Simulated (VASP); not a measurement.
Band structure of LiF (rock salt). Calculation: r2SCAN+rVV10, VASP's PBE PAW potentials (set 64) (plane waves; VASP 6.6.1).

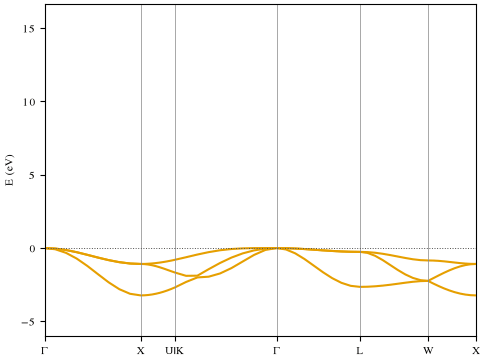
*Bands along high-symmetry lines, zero at the valence-band maximum or, without a gap, the Fermi level*

**Question.** Read the plot: is there a gap, and where are the band edges?

**Answer.** The gap is direct, 10.67 eV, from the valence maximum at Γ to the conduction minimum at Γ.

Measured: gap 15.35 eV (computed value off by -4.68 eV), as given by Wei Chen et al., Physical Review Materials (2018), doi:10.1103/physrevmaterials.2.073803 [zero-point renormalisation of 1.15 eV added back (the table's ZPR column)].

The compound is LiF in the rock salt structure. It was relaxed first.
